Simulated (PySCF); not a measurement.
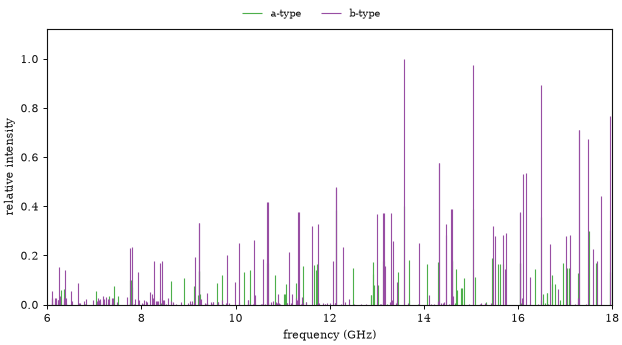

C₆H₈F₄, SMILES C/C=C(/CF)CC(F)(F)F. Simulated rotational absorption lines between 6 and 18 GHz at 2 K: rigid rotor with the equilibrium constants and dipole of one optimised conformer (PBE0-D3(BJ)/def2-SVP, PySCF), commonest isotopes; no centrifugal distortion, hyperfine structure, internal rotation or nuclear-spin weights; lines within 1 MHz of each other are summed. Lines of different type are drawn apart.

**What are the rotational constants, and what kind of rotor is it?**

Rotational constants A, B, C = 1.489, 1.056, 0.7269 GHz; Ray's κ = −0.14, an asymmetric top midway between the limits.

**Which dipole components drive the lines?**

|μa|, |μb|, |μc| = 1.21, 1.96, 0.10 D; b-type lines carry 70 % of the intensity in this range.

Note: coarse grid, loose stop and no frequency check, small forces are noise and the end may be a saddle.
